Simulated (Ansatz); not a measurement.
**CH5Al···H2: density, localisation and related maps**

The calculation's input:

```
crystal:
  periodic: [false, false, false]
  atoms:
    - { symbol: Al, position_ang: [0.0, 0.0, 0.0] }
    - { symbol: C, position_ang: [0.0, 0.0, 2.32] }
    - { symbol: H, position_ang: [-0.9996, -0.3092, 2.6905] }
    - { symbol: H, position_ang: [0.7676, -0.7111, 2.6905] }
    - { symbol: H, position_ang: [0.232, 1.0203, 2.6905] }
    - { symbol: H, position_ang: [1.351, 0.0, -0.78] }
    - { symbol: H, position_ang: [-1.351, 0.0, -0.78] }
    - { symbol: H, position_ang: [-0.2382, -1.749, 0.5865] }
    - { symbol: H, position_ang: [-0.19, -1.3947, 1.5677] }
basis:
  gaussian: { orbitals: def2-SVP }
hamiltonian:
  xc: pbe
relax:
  f_tol: 0.15
  max_steps: 25
  restrain:
    - { distance: [0, 7], at: 2.76, k: 30.0 }
    - { distance: [8, 1], at: 2.31, k: 30.0 }
    - { distance: [0, 1], at: 1.97, k: 30.0 }
    - { distance: [8, 7], at: 0.66, k: 30.0 }
output:
  orbitals: {}
```

Command:

```sh
ansatz run input.yaml --threads 2 --pin off --max-ram 3072MiB --backend cpu --events-out ev --progress --plain --runs-dir out
```

The fields are those of the run's last geometry, not of the input's.

Not at a stationary point (largest force 1.9 eV/Å).

Computed with RKS PBE/def2-SVP (Ansatz 0.2.0).

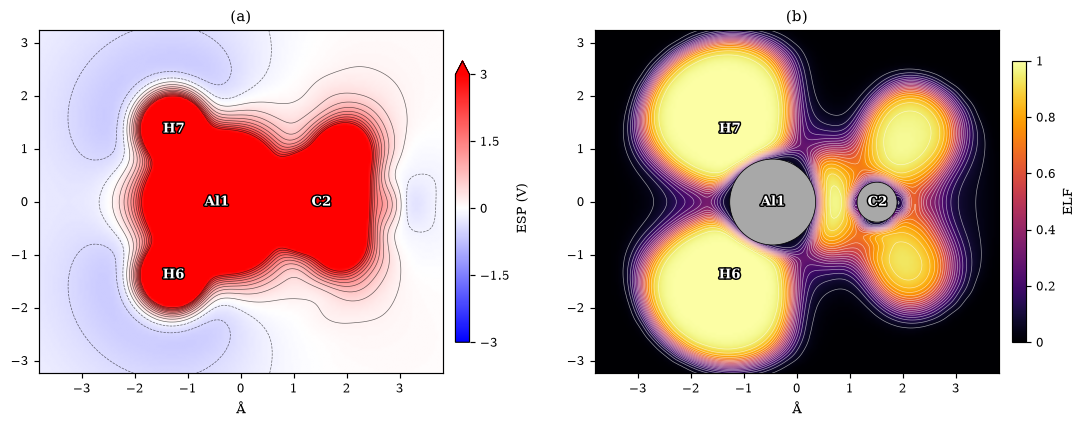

Figure 1. (a) molecular electrostatic potential; (b) ELF on the plane of atoms C2, Al1 and H7. Grey discs cover the atomic cores in the ELF map.

Q: What do the fields say about this system?

A: Atoms in the plane: Al, C and H. C–Al (1.97 Å): the ELF peaks at about 0.95 in the valence shell of C, 0.7 Å from its nucleus, and is about 0.85 at the midpoint. Al–H (1.60 Å): the ELF climbs to about 1 towards the hydrogen. Outside the dense part of the complex the potential is most negative (−0.6 V) near H7.

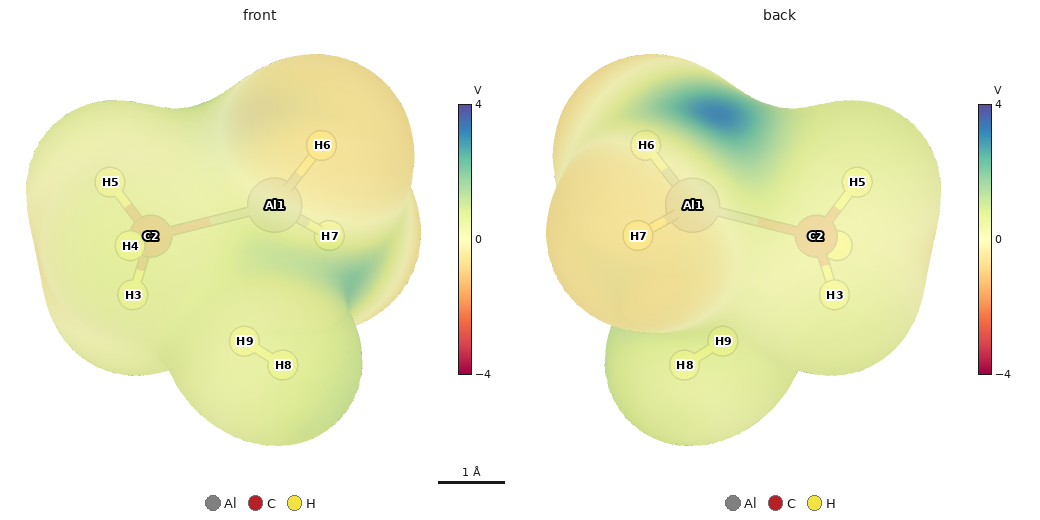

Figure 2. The molecular electrostatic potential painted on the density surface at 0.002 e/bohr³, seen from the front and from behind; the colour scale runs from red (negative) to blue (positive).

Q: Describe the electrostatic potential map.

A: The most negative region (about −0.6 V, or −14 kcal/mol for a unit charge) lies over H6 and H7, the most positive (about +3.0 V, or +69 kcal/mol for a unit charge) over Al1.
